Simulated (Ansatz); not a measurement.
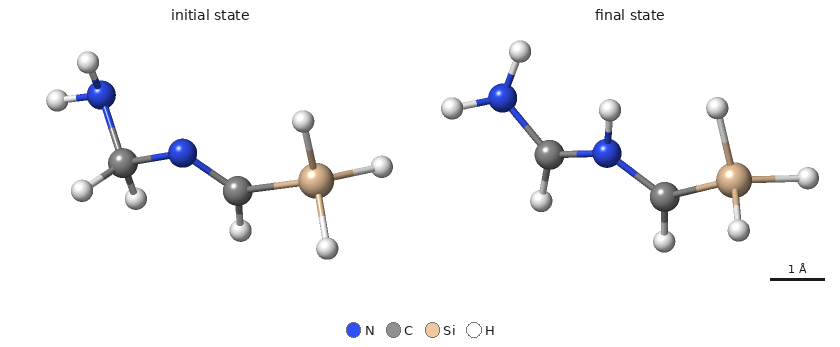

The two relaxed end points of a path for C2H8N2Si. Style: ball-and-stick. Shown at a tilt.

Level of theory: RKS PBE0-D4/def2-SVP (Ansatz).

Set-up: 7 movable images; climbing image; force threshold 0.03 eV/Å; iteration limit 60.

Start:
```xyz
13

N    -1.1739   -2.0313    0.8769
C    -0.1362   -1.0622    1.1328
N    -0.3188    0.0640    0.2522
C     0.6662    0.4845   -0.4279
Si    0.4721    1.9838   -1.5642
H    -2.0844   -1.6000    1.0279
H    -1.0968   -2.8105    1.5264
H     0.8529   -1.5480    0.9930
H    -0.1427   -0.6367    2.1623
H     1.6581   -0.0228   -0.3633
H     0.9143    1.6220   -2.9473
H     1.3573    3.0894   -1.0790
H    -0.9478    2.4331   -1.5749
```

End:
```xyz
13

N    -1.1382   -2.0573    1.3773
C     0.0043   -1.4353    0.8894
N    -0.0295   -0.3154    0.2014
C     0.9117    0.3445   -0.5354
Si    0.5227    1.9453   -1.3084
H    -2.0190   -1.7029    1.0191
H    -1.1778   -2.1625    2.3894
H     0.9670   -1.9405    0.9969
H    -0.9467    0.1368    0.1899
H     1.8835   -0.1539   -0.5853
H     0.8488    2.0209   -2.7732
H     1.1606    3.1704   -0.7065
H    -0.9672    2.1152   -1.1395
```

Predict the minimum-energy path and its barrier.

Answer. The energy climbs by 57.8 kcal/mol to image 5 and then falls by 40.2 kcal/mol, so the end point sits at +17.6 kcal/mol. A hydrogen atom shifts from one atom to another. Breaking: C2–H9 (1.11 → 1.46 at the top → 1.97 Å). Forming: N3–H9 (2.04 → 1.16 at the top → 1.02 Å). The band is converged.

Energies of the converged images:

```json
{"image": "0", "path (Å)": "0.00", "E (kcal/mol)": "0.0"}
{"image": "1", "path (Å)": "0.50", "E (kcal/mol)": "0.1"}
{"image": "2", "path (Å)": "1.01", "E (kcal/mol)": "0.6"}
{"image": "3", "path (Å)": "1.51", "E (kcal/mol)": "3.5"}
{"image": "4", "path (Å)": "2.02", "E (kcal/mol)": "22.1"}
{"image": "5", "path (Å)": "2.52", "E (kcal/mol)": "57.8"}
{"image": "6", "path (Å)": "3.19", "E (kcal/mol)": "28.1"}
{"image": "7", "path (Å)": "3.87", "E (kcal/mol)": "18.4"}
{"image": "8", "path (Å)": "4.54", "E (kcal/mol)": "17.6"}
```

The geometry at the top of the path:

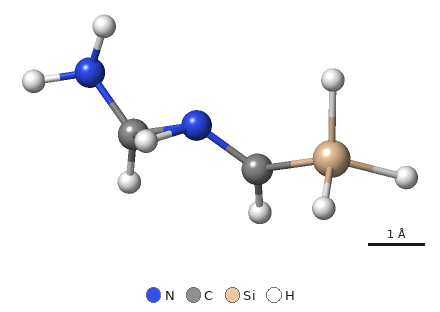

Cost: 3.5 min on 2 threads of Intel(R) Xeon(R) Platinum 8488C (Sapphire Rapids), with other jobs on the host, peak memory 0.28 GiB.
